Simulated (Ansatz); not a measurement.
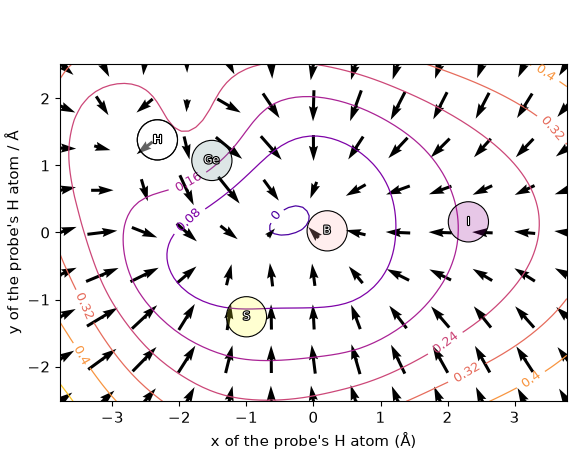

Energy landscape of BGeH₂IS (SMILES I[B]1[S][GeH2]1) with the probe H. The probe is moved over a plane parallel to the molecule's main plane, 3.78 Å above it. The first coordinate is: x of the probe's H atom; the second: y of the probe's H atom. Nothing is relaxed (molecule and probe rigid). The grid has 13 × 9 points. Points are written as (first, second). Energies are in kcal/mol, from the lowest grid point. Theory: UKS PBE-D4/def2-SVPD in Ansatz.

Drawn: contour lines labelled in kcal/mol, dots at the grid points, arrows along the force (downhill), their lengths compressed, labelled circles for the molecule's atoms, projected on the plane. Between grid points the surface is interpolated. 

### Describe this landscape.

The lowest grid point is at (−0.63 Å, 0.00 Å) [nearest 1 H at 3.32 Å]. No other kind of well shows on this grid. The highest grid point, (−3.78 Å, −2.52 Å), lies 0.501 kcal/mol above the lowest. Near the minimum the curvatures are about 0.0026 and 0.0068 eV/Å² along the soft and the stiff direction.

The input of one point:

```yaml
crystal:
  periodic: [false, false, false]
  atoms:
    - { symbol: I, position_ang: [2.311292, 0.158606, 0.000117] }
    - { symbol: B, position_ang: [0.204411, 0.024476, -0.000286] }
    - { symbol: S, position_ang: [-0.999762, -1.257553, 8.3e-05] }
    - { symbol: Ge, position_ang: [-1.515941, 1.074471, 8.6e-05] }
    - { symbol: H, position_ang: [-2.328269, 1.381851, 1.280277] }
    - { symbol: H, position_ang: [-2.328626, 1.381776, -1.279851] }
    - { symbol: H, position_ang: [-0.63, 0.0, 3.78] }
magnetization:
  spin_polarized: true
  initial_magnetization: 1
basis:
  gaussian: { orbitals: def2-SVPD }
hamiltonian:
  xc: pbe
  dispersion: d4
output:
  forces: true
```

Each point was launched as `ansatz run input.yaml --threads 1 --pin off --max-ram 2560MiB --backend cpu --events-out ev --progress --plain --runs-dir out`. The whole map (117 points run) took 51 min on 1 thread of Arm Neoverse N1, on a shared host.
